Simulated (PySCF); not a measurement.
**C2H2FSi (SMILES C#C[SiH]F) at UHF/cc-pVTZ**

Aim: the vertical ionisation energy of C2H2FSi at UHF/cc-pVTZ, from 2 runs. The job is set up through a Python script.

Program for the calculation: PySCF 2.14.0.

### 1 Starting point

The species is C2H2FSi (6 atoms), meant as a doublet with charge 0. As SMILES, `C#C[SiH]F`. Geometry: relaxed at PBE0-D4/def2-TZVP.

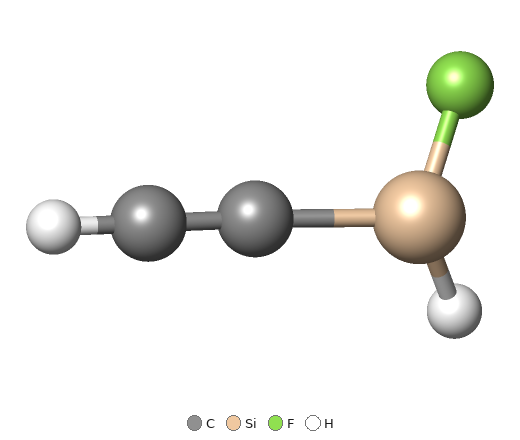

Viewed from a chosen angle; carbon grey, silicon light orange, fluorine green, hydrogen white.

### 2 A single-point energy at UHF/cc-pVTZ

The input, calc.py:

```python
from pyscf import gto

molecule = gto.M(
    atom='''
C    0.118100  -0.680000  -1.605700
C    0.120400  -0.213700  -0.490100
Si   0.338300   0.466700   1.168800
F   -0.478000  -0.412300   2.226800
H    0.100300  -1.089200  -2.590300
H   -0.157100   1.864400   1.244300
''',
    spin=1,
    max_memory=1860,
    verbose=3,
    basis='cc-pvtz',
)

hf = molecule.UHF()
hf.conv_tol = 1e-10
hf.kernel()
if not hf.converged:
    hf = hf.newton().run(hf.mo_coeff, hf.mo_occ)

etot = hf.e_tot
print('E = %.10f Eh' % etot)
```

Launch:

```bash
OMP_NUM_THREADS=1 python calc.py
```

Output:

```text
converged SCF energy = -465.318327924215  <S^2> = 0.81900471  2S+1 = 2.0678537
E = -465.3183279242 Eh
```

Wall time 21 s (1 thread of Arm Neoverse V1, shared host); peak memory 0.63 GiB.

### 3 The singlet cation

The input, run.py:

```python
from pyscf import gto, scf

system = gto.M(
    atom='''
C        0.118100      -0.680000      -1.605700
C        0.120400      -0.213700      -0.490100
Si       0.338300       0.466700       1.168800
F       -0.478000      -0.412300       2.226800
H        0.100300      -1.089200      -2.590300
H       -0.157100       1.864400       1.244300
''',
    verbose=4,
    charge=1,
    max_memory=1860,
    spin=0,
    basis='cc-pvtz',
)

mf = scf.RHF(system)
mf.conv_tol = 1e-10
mf.kernel()
if not mf.converged:
    mf = mf.newton().run(mf.mo_coeff, mf.mo_occ)

e_tot = mf.e_tot
print('E = %.10f Eh' % e_tot)
```

Launch:

```bash
OMP_NUM_THREADS=1 python run.py
```

Output:

```text
PySCF version 2.14.0

[INPUT] num. atoms = 6
[INPUT] num. electrons = 36
[INPUT] charge = 1
[INPUT] spin (= nelec alpha-beta = 2S) = 0
[INPUT] symmetry False subgroup None
[INPUT] Mole.unit = angstrom
[INPUT] Symbol           X                Y                Z      unit          X                Y                Z       unit  Magmom
[INPUT]  1 C      0.118100000000  -0.680000000000  -1.605700000000 AA    0.223176655311  -1.285013764704  -3.034333238214 Bohr   0.0
[INPUT]  2 C      0.120400000000  -0.213700000000  -0.490100000000 AA    0.227523025398  -0.403834472820  -0.926154773649 Bohr   0.0
[INPUT]  3 Si     0.338300000000   0.466700000000   1.168800000000 AA    0.639294347940   0.881935182335   2.208711894392 Bohr   0.0
[INPUT]  4 F     -0.478000000000  -0.412300000000   2.226800000000 AA   -0.903289087542  -0.779134081158   4.208042134181 Bohr   0.0
[INPUT]  5 H      0.100300000000  -1.089200000000  -2.590300000000 AA    0.189539530294  -2.058289694876  -4.894957580461 Bohr   0.0
[INPUT]  6 H     -0.157100000000   1.864400000000   1.244300000000 AA   -0.296875974169   3.523205386639   2.351386216796 Bohr   0.0

nuclear repulsion = 130.57600076291
number of shells = 48
number of NR pGTOs = 217
number of NR cGTOs = 152
basis = cc-pvtz
ecp = {}

******** <class 'pyscf.scf.hf.RHF'> ********
method = RHF
initial guess = minao
damping factor = 0
level_shift factor = 0
DIIS = <class 'pyscf.scf.diis.CDIIS'>
diis_start_cycle = 1
diis_space = 8
diis_damp = 0
SCF conv_tol = 1e-10
SCF conv_tol_grad = None
SCF max_cycles = 50
direct_scf = True
direct_scf_tol = 1e-13
Set gradient conv threshold to 1e-05
Initial guess from minao.
init E= -465.613126539943
  HOMO = -0.318347517208865  LUMO = -0.120623940480641  gap/eV = 5.38033
cycle= 1 E= -464.899698339848  delta_E= 0.713  |g|= 0.601  |ddm|= 1.92
  HOMO = -0.660312305429036  LUMO = -0.34219839045798  gap/eV = 8.65632
cycle= 2 E= -464.983779297954  delta_E= -0.0841  |g|= 0.352  |ddm|= 0.591
  HOMO = -0.642798153880529  LUMO = -0.294256447508261  gap/eV = 9.48430
cycle= 3 E= -465.002155848477  delta_E= -0.0184  |g|= 0.075  |ddm|= 0.156
  HOMO = -0.633284865762213  LUMO = -0.276899678717715  gap/eV = 9.69773
cycle= 4 E= -465.00356195943  delta_E= -0.00141  |g|= 0.0175  |ddm|= 0.0573
  HOMO = -0.632856472281059  LUMO = -0.27636927262272  gap/eV = 9.70051
cycle= 5 E= -465.00369026904  delta_E= -0.000128  |g|= 0.00739  |ddm|= 0.0183
  HOMO = -0.633577282988317  LUMO = -0.27721993077505  gap/eV = 9.69698
cycle= 6 E= -465.00371663447  delta_E= -2.64e-05  |g|= 0.00345  |ddm|= 0.00553
  HOMO = -0.633735035782756  LUMO = -0.277078566233328  gap/eV = 9.70512
cycle= 7 E= -465.003729440339  delta_E= -1.28e-05  |g|= 0.00177  |ddm|= 0.00407
  HOMO = -0.633662096443428  LUMO = -0.276918245413569  gap/eV = 9.70749
cycle= 8 E= -465.003736732765  delta_E= -7.29e-06  |g|= 0.000777  |ddm|= 0.00429
  HOMO = -0.63380599489175  LUMO = -0.276841007848844  gap/eV = 9.71351
cycle= 9 E= -465.003738085307  delta_E= -1.35e-06  |g|= 0.0003  |ddm|= 0.00206
  HOMO = -0.633749142741492  LUMO = -0.276837300639244  gap/eV = 9.71207
cycle= 10 E= -465.003738282287  delta_E= -1.97e-07  |g|= 0.000121  |ddm|= 0.000852
  HOMO = -0.633761548537437  LUMO = -0.276837975736466  gap/eV = 9.71239
cycle= 11 E= -465.003738305153  delta_E= -2.29e-08  |g|= 2.8e-05  |ddm|= 0.000317
  HOMO = -0.633760162184065  LUMO = -0.276838387647302  gap/eV = 9.71234
cycle= 12 E= -465.003738306277  delta_E= -1.12e-09  |g|= 8.07e-06  |ddm|= 6.79e-05
  HOMO = -0.633759439776367  LUMO = -0.276837768386923  gap/eV = 9.71233
cycle= 13 E= -465.003738306357  delta_E= -8.05e-11  |g|= 3.5e-06  |ddm|= 1.52e-05
  HOMO = -0.633759291540793  LUMO = -0.276837625196517  gap/eV = 9.71233
Extra cycle  E= -465.003738306372  delta_E= -1.48e-11  |g|= 2.34e-06  |ddm|= 3.77e-06
converged SCF energy = -465.003738306372
E = -465.0037383064 Eh
```

Run time: 8.4 s. Hardware: 1 thread of Arm Neoverse V1, shared host; peak memory 0.61 GiB.

### 4 Summary of results

At UHF/cc-pVTZ:

```
                                           quantity          value
                      doublet C2H2FSi: total energy  -465.31833 Eh
                     doublet C2H2FSi: dipole moment         1.90 D
doublet C2H2FSi: HOMO energy (highest over α and β)       -9.49 eV
 doublet C2H2FSi: LUMO energy (lowest over α and β)        1.21 eV
                              doublet C2H2FSi: ⟨S²⟩          0.819
                       singlet cation: total energy  -465.00374 Eh
                        singlet cation: HOMO energy      -17.25 eV
                        singlet cation: LUMO energy       -7.53 eV
                      singlet cation: HOMO–LUMO gap        9.71 eV
 vertical ionisation energy (to the singlet cation)       8.560 eV
```

**Reading.** The vertical ionisation energy comes to 8.56 eV (197 kcal/mol). Only the singlet of the ionised species was computed; a triplet could lie lower. Mulliken charges (doublet C2H2FSi) run from -0.36 on F4 to +0.54 on Si3; they depend strongly on the basis.
